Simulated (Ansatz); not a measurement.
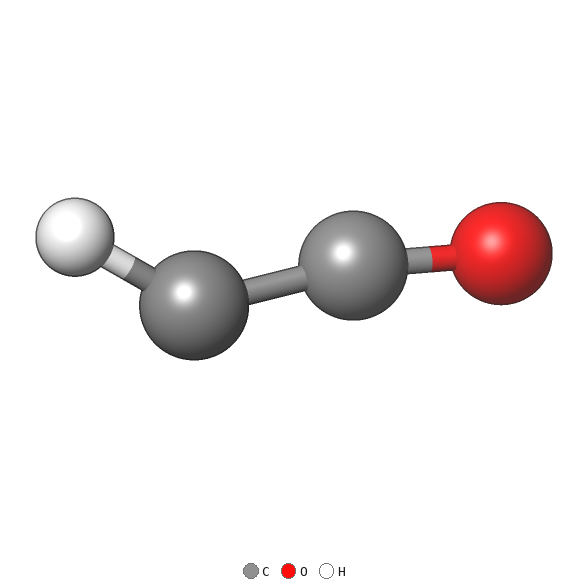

A ball-and-stick model of a molecule.

State: neutral, doublet.

Question: Which formula does it have?

Answer: C₂HO, 4 atoms: 2 carbon, 1 hydrogen and 1 oxygen.

Question: Name functional groups in it.

Answer: Among them: alkyne.

More results for the same structure follow; atom numbers are the same in all pictures, views and colours differ. The geometry was computed by an optimisation with PBE0-D4/def2-TZVP.

Shape

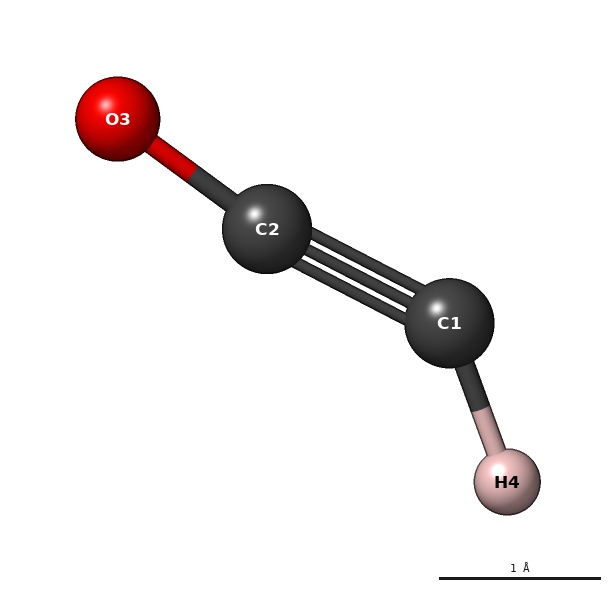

The atoms are numbered.

Estimate the angles C2–C1–H4, C1–C2–O3.

```json
{"angle": "C2–C1–H4", "degrees": "137.7"}
{"angle": "C1–C2–O3", "degrees": "170.9"}
```

Vibrations

Harmonic vibrations computed with UKS PBE0-D4/def2-TZVP (Ansatz 0.2.0) at a stationary point of the same level.

Question: How many vibrational modes are there, and where do they lie?

Answer: 6 modes: 453, 510, 574, 1280, 2123, 3365 cm⁻¹.

Levels of theory compared

Program: Ansatz 0.2.0.

Compare HOMO energy (eV), dipole (D) at these levels: B3LYP-D4/def2-TZVPP; PBE-D4/def2-TZVPP; r2SCAN-D4/def2-TZVPP; ωB97M-V/def2-TZVPP.

| level | HOMO energy (eV) | dipole (D) |
| --- | --- | --- |
| B3LYP-D4/def2-TZVPP | −7.30 | 1.68 |
| PBE-D4/def2-TZVPP | −6.24 | 1.55 |
| r2SCAN-D4/def2-TZVPP | −6.48 | 1.61 |
| ωB97M-V/def2-TZVPP | −9.68 | 1.71 |

Charges

The questions are on Mulliken charges. Method: UKS PBE0-D4/def2-TZVP (Ansatz 0.2.0).

Question: Which atom carries the highest charge (most positive or least negative)?

Answer: H4 (0.20 e).

Question: And the lowest?

Answer: C1 (−0.24 e).

Give the Mulliken charges atom by atom.

| atom | value (e) |
| --- | --- |
| C1 | −0.24 |
| C2 | 0.19 |
| O3 | −0.15 |
| H4 | 0.20 |

Mulliken values depend strongly on the basis set and can even reverse the polarity of a bond.
